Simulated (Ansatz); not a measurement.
**AlBGeH6OSi: density, localisation and related maps**

The calculation's input:

```
crystal:
  periodic: [false, false, false]
  atoms:
    - {symbol: Ge, position_ang: [-1.175569, 0.802749, -1.489829]}
    - {symbol: Si, position_ang: [0.754316, 0.264058, -0.187038]}
    - {symbol: B, position_ang: [0.778166, -1.651537, 0.443874]}
    - {symbol: Al, position_ang: [0.617179, -0.568374, 2.301068]}
    - {symbol: O, position_ang: [0.639662, 0.892398, 1.363687]}
    - {symbol: H, position_ang: [-1.435675, 2.319152, -1.525408]}
    - {symbol: H, position_ang: [-2.427657, 0.125260, -0.900047]}
    - {symbol: H, position_ang: [-1.000427, 0.298219, -2.933190]}
    - {symbol: H, position_ang: [1.975631, 0.763154, -0.886375]}
    - {symbol: H, position_ang: [0.816786, -2.734299, -0.046902]}
    - {symbol: H, position_ang: [0.523189, -0.567879, 3.880759]}
basis:
  gaussian: {orbitals: def2-TZVPP}
hamiltonian: {xc: pbe0, dispersion: d4}
output: {orbitals: {seedname: orbitals}}
```

Command:

```sh
ansatz run in.yaml --threads 4 --pin off --events-out ev --progress --plain --max-ram 10444MiB
```

Geometry: PBE0-D4/def2-TZVP.

Level of theory: RKS PBE0-D4/def2-TZVPP (Ansatz).

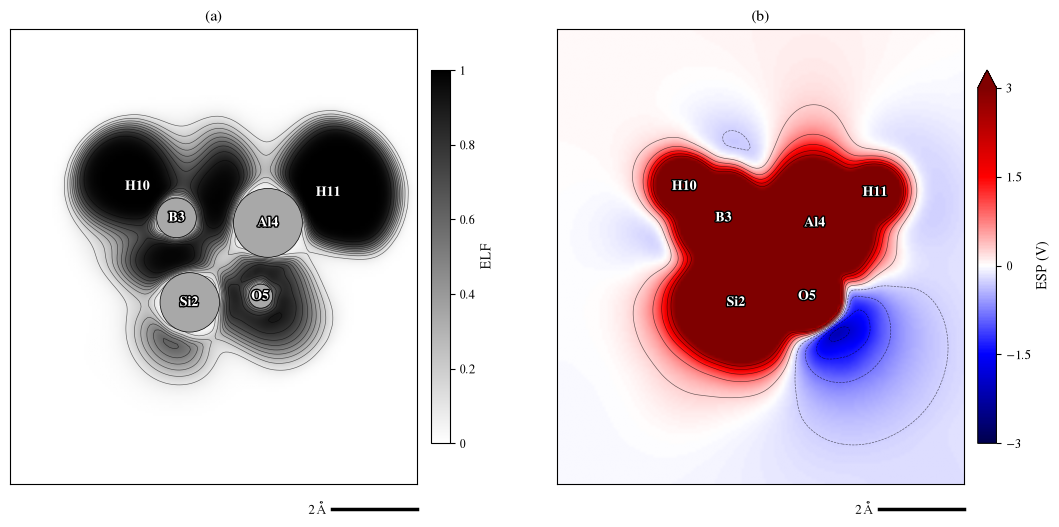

Figure 1. (a) ELF; (b) molecular electrostatic potential on the plane of atoms Al4, B3 and H10. Grey discs cover the atomic cores in the ELF map.

**What do the fields say about this system?**

The plane passes through Si, B, Al, O and H nuclei.
Si–O (1.68 Å): the ELF peaks at about 0.85 between the atoms, as expected for a polar covalent bond.
Al–O (1.74 Å): the ELF peaks at about 0.85 in the valence shell of O, 0.6 Å from its nucleus, and is about 0.50 at the midpoint.
Si–B (2.02 Å): the ELF peaks at about 0.95 between the atoms: localised, covalent bonding.
Al–B (2.16 Å): the ELF peaks at about 0.95 between the atoms (a covalent bond).
Al–Si (2.63 Å): the ELF is about 0.30 at the midpoint.
The ELF also peaks beside O5, away from the bonds: lone-pair regions.
Outside the dense part of the molecule the potential is most negative (−2.1 V) near O5.

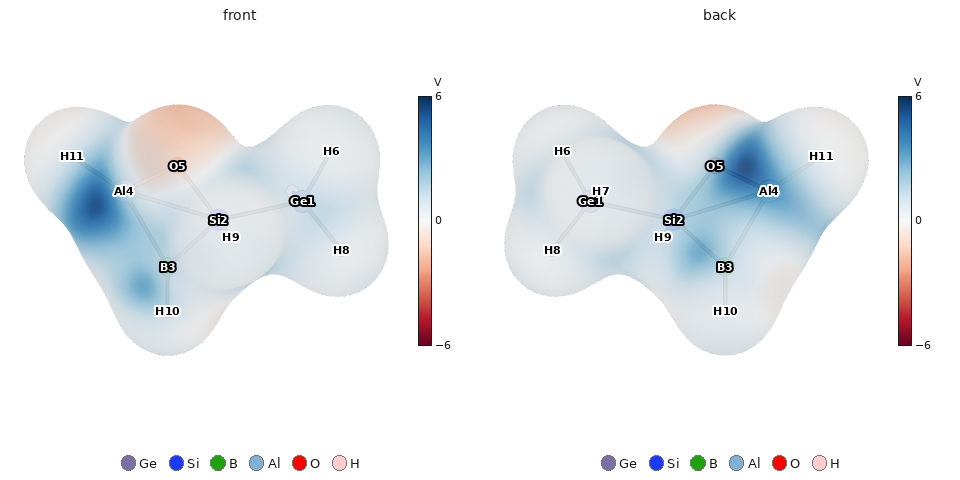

Figure 2. The molecular electrostatic potential painted on the density surface at 0.004 e/bohr³, seen from the front and from behind; red is negative and blue positive.

**Where is the surface potential most negative and most positive?**

The most negative region (about −1.6 V) lies over O5, the most positive (about +5.1 V) over Al4. O5 is the likeliest acceptor of a hydrogen bond.

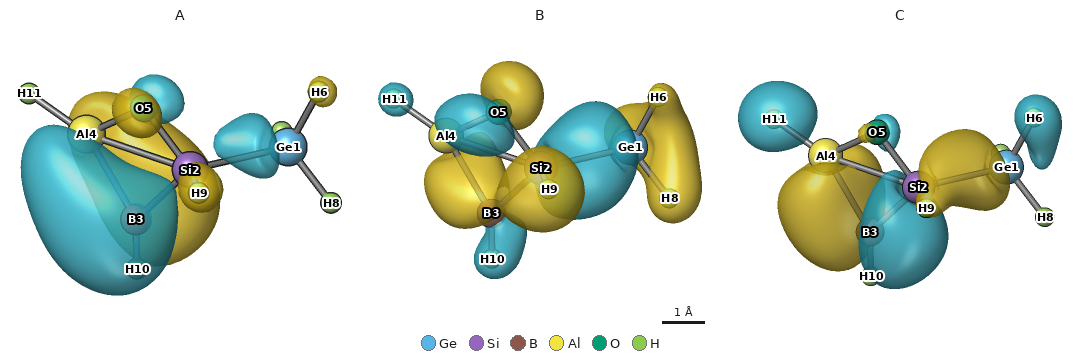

Figure 3. Three frontier orbitals at ±0.08 Å⁻³ᐟ² (yellow and cyan are the two phases), in no order.

**Which picture is the HOMO−1, the HOMO and the LUMO?**

B is the HOMO−1 (−7.86 eV). Its weight (Hirshfeld) is mainly on Ge1 (about 25 %), Si2 (about 20 %), O5 (about 20 %), H9 (about 10 %), B3 (about 10 %) and Al4 (about 5 %). C is the HOMO (−6.67 eV). It lies mainly on B3 (about 35 %), Al4 (about 20 %), Si2 (about 20 %), Ge1 (about 10 %) and H11 (about 5 %). A is the LUMO (−3.30 eV). Its weight (Hirshfeld) is mainly on B3 (about 50 %), Al4 (about 25 %) and Si2 (about 10 %).

**What is the HOMO–LUMO gap?**

3.37 eV between the orbital energies.
